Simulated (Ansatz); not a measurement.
# TlCu2S3, from a guessed structure to a relaxed one, part 2 of 2

Starting from a made-up structure for TlCu2S3, the aim is the relaxed cell, its shortest contacts and, where a second run follows, its electronic structure.

Ansatz 0.2.0; DFT, PBEsol, plane-wave PAW, files of the set soft_1, scalar-relativistic, ferromagnetic start, cell and ions relaxed at zero pressure; PAW set soft_1 (the session's first sound run).

So far: The structure; Relaxation of the guess. The relaxed cell has a, b, c = 4.450, 13.995, 4.179 Å (conventional setting).

## (3) Electronic structure of the relaxed cell

With the geometry fixed, one more self-consistent run, with a narrower smearing and the mesh shown in its input, gives the bands, and its pressure, and its forces where symmetry allows any, show how far the geometry depends on these settings.

This step: DFT, PBEsol, plane-wave PAW, files of the set soft_1, scalar-relativistic, no spin, bands and density of states at the relaxed cell; PAW set soft_1 (Ansatz 0.2.0).

File input.yaml:

```yaml
crystal:
  lattice:
    - [2.2251126013, -6.9972645427, 0.0]
    - [2.2251126013, 6.9972645427, 0.0]
    - [0.0, 0.0, 4.1791546067]
  atoms:
    - { symbol: Tl, position: [0.0, 0.0, 0.5] }
    - { symbol: Cu, position: [0.3432663782, 0.6567336218, 0.0] }
    - { symbol: Cu, position: [0.6567336218, 0.3432663782, 0.0] }
    - { symbol: S, position: [0.1871658119, 0.8128341881, 0.0] }
    - { symbol: S, position: [0.5, 0.5, 0.0] }
    - { symbol: S, position: [0.8128341881, 0.1871658119, 0.0] }
kpoints:
  mp_grid: { grid: [8, 8, 8] }
  band_path:
    path:
      - [[0.0, 0.0, 0.0], [0.2752806, 0.2752806, 0.0], [0.0, 0.5, 0.0], [0.0, 0.5, 0.5], [0.2752806, 0.2752806, 0.5], [0.0, 0.0, 0.5], [0.0, 0.0, 0.0], [-0.5, 0.5, 0.0], [-0.2752806, 0.7247194, 0.0], [-0.2752806, 0.7247194, 0.5], [-0.5, 0.5, 0.5], [-0.5, 0.5, 0.0]]
      - [[0.0, 0.0, 0.5], [-0.5, 0.5, 0.5]]
    npoints: 6
scf:
  occupations: { method: fermi_dirac, width: 0.03 }
  n_extra_bands: 10
hamiltonian:
  xc: pbesol
  pseudopotentials: { kind: paw, azcp: { folder: soft_1 }, xc_functional: pbe }
output:
  forces: true
  stress: true
  write_bands: true
  dos: { projected: true }
  write_density: true
  write_potential: true
  elf: true
  volumetric_format: npy
```

The run is started by

```bash
> ansatz run input.yaml --threads 4 --pin off --max-ram 10240MiB --backend cpu --events-out ev --progress --plain --runs-dir out
```

Numbers of over 12 decimals in the logs are rounded to 6 here.

The log of the run:

```text
[...]
Crystal: 6 atoms, lattice volume = 130.136 Å³
Basis set: ecut = 420 eV, 2541 PW (Γ), exchange–correlation on 100×100×60 points (8 copies of the dense FFT grid, shifted against one another)
Bands: 45, of which v1, the nominal top of the filled ones, is band 35 counted from 1 (34 counted from 0)
Symmetry: 8 space group operations
[...]
k-points: 105 of 512
[...]
SCF iter   1: F=—  HF=-27133.236634 eV  |F-HF|=—  |Δ(HF+E_count)|=         —  Δρ=1.53e-1  dr2=2.31e1  ethr=3.10e-3  ⟨swp⟩=7.9  Hψ=21821  notcnv=0  defer=20
[...]
SCF iter  11: F=-27130.205947 eV  HF=-27130.205947 eV  |F-HF|=2.69e-9  |Δ(HF+E_count)|=   8.54e-8  Δρ=1.71e-6  dr2=3.88e-9  ethr=1.45e-10  ⟨swp⟩=16.5  Hψ=39025  notcnv=0
SCF 1 converged in 11 iterations: F = -27130.205947 eV  dr2 = 3.88e-9
[...]
NSCF: frozen V_eff on 74 k-points
SCF converged after 11 iterations
Free energy (F): -27130.205947 eV
[...]
Internal energy: -27130.198657 eV  (E = F + TS)
E sigma→0 (E₀):  -27130.202302 eV
Entropy (-TS):   -0.007290 eV (-1.215 meV/atom)
Fermi energy:    6.886566 eV
[...]
--- Forces (eV/Å), atoms counted from 1 ---
  atom   1  Tl    -0.00000000    -0.00000000     0.00000000
  atom   2  Cu    -0.00000000    -0.13846066     0.00000000
  atom   3  Cu     0.00000000     0.13846066     0.00000000
  atom   4  S      0.00000000    -0.07637671     0.00000000
  atom   5  S     -0.00000000     0.00000000     0.00000000
  atom   6  S     -0.00000000     0.07637671     0.00000000
  max |Σ_I F_I| component: 1.39e-17 eV/Å
--- Stress (GPa, compression-positive) ---
        0.070691      -0.000000      -0.000000
       -0.000000       0.153456       0.000000
       -0.000000       0.000000      -0.144220
  P = ⅓ Tr σ = 0.0266 GPa (0.266 kbar)
--- Band table (eV; the first three rows and the last of 105) ---
  k-point 0: bands = [... 31 lower, 5.7867, 5.8040, 6.2549, 6.2733, 6.4730, 9.9808, 10.4400, 11.7125, ... 6 higher]
  k-point 1: bands = [... 31 lower, 5.7968, 5.8113, 6.2698, 6.2842, 6.3099, 10.1398, 10.4711, 11.4347, ... 6 higher]
  k-point 2: bands = [... 31 lower, 5.6985, 5.7959, 5.8645, 6.4137, 6.5653, 10.1543, 10.5277, 11.2589, ... 6 higher]
  k-point 104: bands = [... 31 lower, 5.1863, 5.7869, 6.3772, 6.4858, 7.5073, 8.8062, 10.2559, 10.5473, ... 6 higher]
```

Elapsed: 28 s, on 4 threads of Arm Neoverse N1, shared host; peak memory 0.77 GiB.

This step gave:

* free energy: -27130.2059 eV
* energy at zero smearing: -27130.2023 eV
* smearing term TS: 0.007290 eV
* Fermi energy: 6.887 eV
* pressure: 0.02664 GPa

From bands.tsv, the bands that come nearest the Fermi level along the path, at its corners, in eV from the Fermi level:

```
point  band 31  band 32  band 33  band 34  band 35  band 36  band 37  band 38
    Γ    -2.13    -1.10    -1.08    -0.63    -0.61    -0.41     3.09     3.55
    X    -1.10    -0.53    -0.28     0.39     0.94     1.67     2.78     3.89
    S    -1.16    -0.47    -0.20     0.40     0.47     1.99     2.73     3.92
    R    -2.16    -2.07    -1.07    -0.89     0.77     1.99     2.83     3.24
    A    -2.18    -2.15    -1.38    -0.57     1.01     2.00     2.73     3.75
    Z    -1.69    -1.65    -1.36    -1.02    -0.26     0.26     2.56     3.02
    Γ    -2.13    -1.10    -1.08    -0.63    -0.61    -0.41     3.09     3.55
    Y    -1.71    -1.66    -1.48    -0.98    -0.63    -0.40     3.32     3.50
   X1    -1.10    -0.53    -0.28     0.39     0.94     1.67     2.78     3.89
   A1    -2.18    -2.15    -1.38    -0.57     1.01     2.00     2.73     3.75
    T    -1.90    -1.70    -1.10    -0.51    -0.40     0.62     1.92     3.37
    Y    -1.71    -1.66    -1.48    -0.98    -0.63    -0.40     3.32     3.50
    Z    -1.69    -1.65    -1.36    -1.02    -0.26     0.26     2.56     3.02
    T    -1.90    -1.70    -1.10    -0.51    -0.40     0.62     1.92     3.37
```

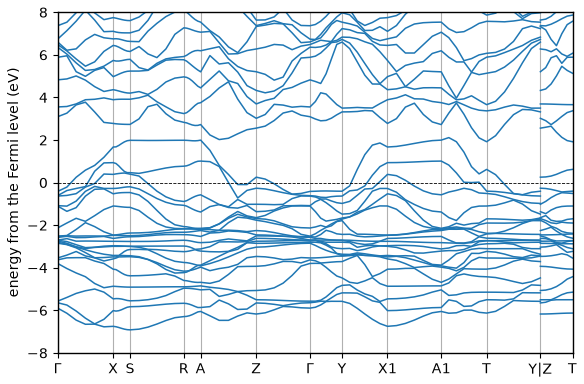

Bands along the path. 16 bands lie wholly below the window drawn.

Force by atom:

```
atom  x (eV/Å)  y (eV/Å)  z (eV/Å)   size
 Tl1     0.000     0.000     0.000  0.000
 Cu2     0.000    -0.138     0.000  0.138
 Cu3     0.000     0.138     0.000  0.138
  S4     0.000    -0.076     0.000  0.076
  S5     0.000     0.000     0.000  0.000
  S6     0.000     0.076     0.000  0.076
```

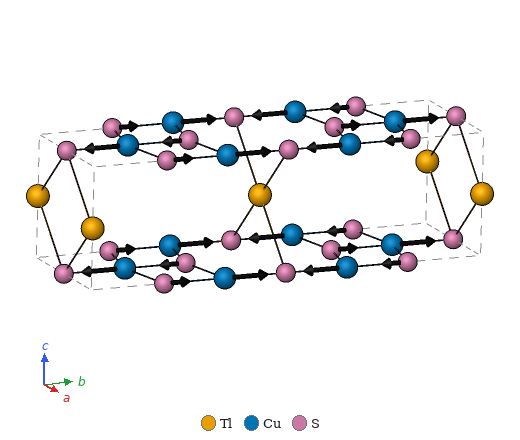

Force as arrows, the longest 0.138 eV/Å. Some periodic images of atoms are drawn too.

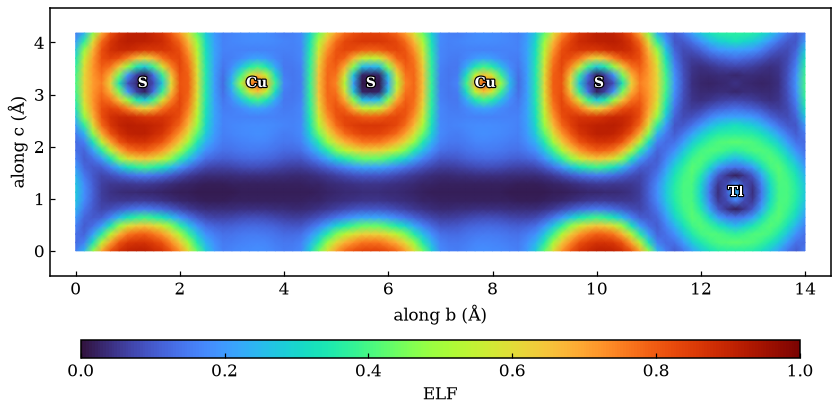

ELF in the bc plane of the conventional cell at fractional x = 0.000, with atoms of Tl and Cu and S within 0.2 Å of it. It is the smooth field of the valence electrons, not physical close to the nuclei. The map starts off the cell's origin, so that atoms lie inside it.

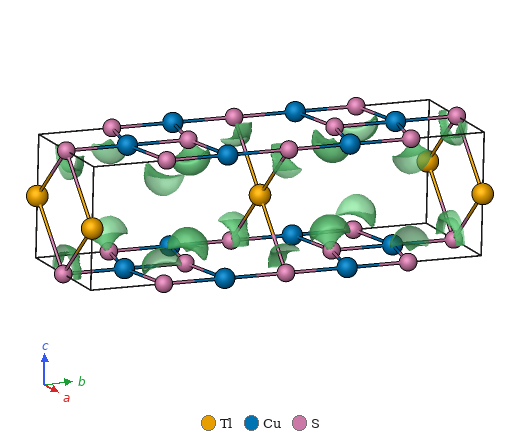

Surface of ELF = 0.84.

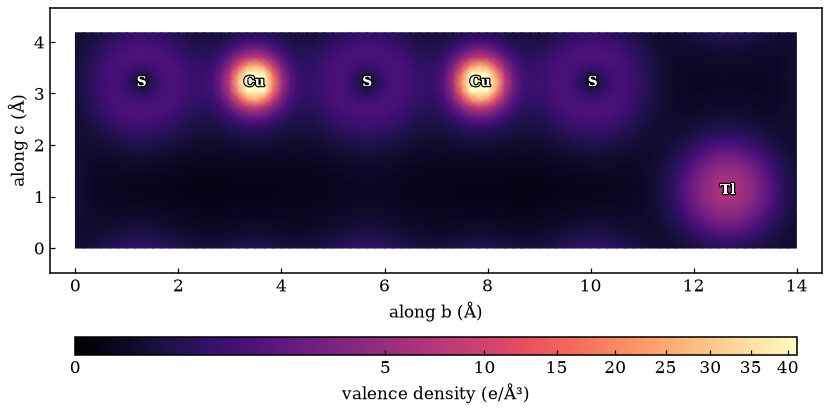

Valence density in the bc plane of the conventional cell at fractional x = 0.000, with atoms of Tl and Cu and S within 0.2 Å of it. It is the smooth field of the valence electrons, not physical close to the nuclei. The map starts off the cell's origin, so that atoms lie inside it. The colour scale is stretched toward low values.

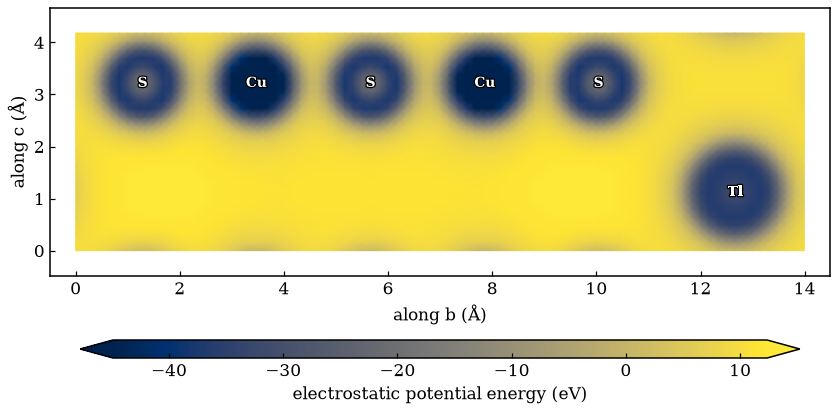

Electrostatic potential energy in the bc plane of the conventional cell at fractional x = 0.000, with atoms of Tl and Cu and S within 0.2 Å of it. With pseudopotentials it is smooth inside the atoms' cores, unlike the true potential. The map starts off the cell's origin, so that atoms lie inside it.

## (4) Summary of results

| Item | Value |
| --- | --- |
| space group, relaxed | Cmmm |
| conventional cell | a = 4.450, b = 13.995, c = 4.179 Å; α = 90.0°, β = 90.0°, γ = 90.0° |
| volume per atom | 21.69 Å³ (guess 23.75) |
| total moment | 0.00 μB in the cell of 6 atoms |

In words: TlCu2S3 relaxes to Cmmm with a = 4.450, b = 13.995 and c = 4.179 Å. The guessed volume was 9 % too large. The space group Cmmm was held in the relaxation, so the end point is a stationary structure within it and may be a saddle against distortions or other arrangements. The moments died out from this one start and weren't seeded again at the relaxed cell. Bands cross the Fermi level, so it is a metal or semimetal at this level. The electron count is odd, which forces that without spin polarisation or a larger cell. On the 8×8×8 mesh with the narrower smearing (relaxed on 6×6×6) the largest force component is 0.138 eV/Å and the largest stress component is 0.153 GPa, against the relaxation's thresholds of 0.015 eV/Å and 0.05 GPa. The cutoff wasn't tested. Spin-orbit coupling is left out, which can matter for elements this heavy. No dispersion term is used, so weakly bound directions may come out too long. Nothing here tests whether the compound is stable against decomposition.

[Logs are printed without paths, hosts, clocks, repeated set-up lines and the standing remarks that a program may print on its own settings, such as how far it seeks lower states.]

[Hosts, paths, dates, database ids (printed as entryN), source tags and the programs' standing remarks are cut or masked in the printed files.]
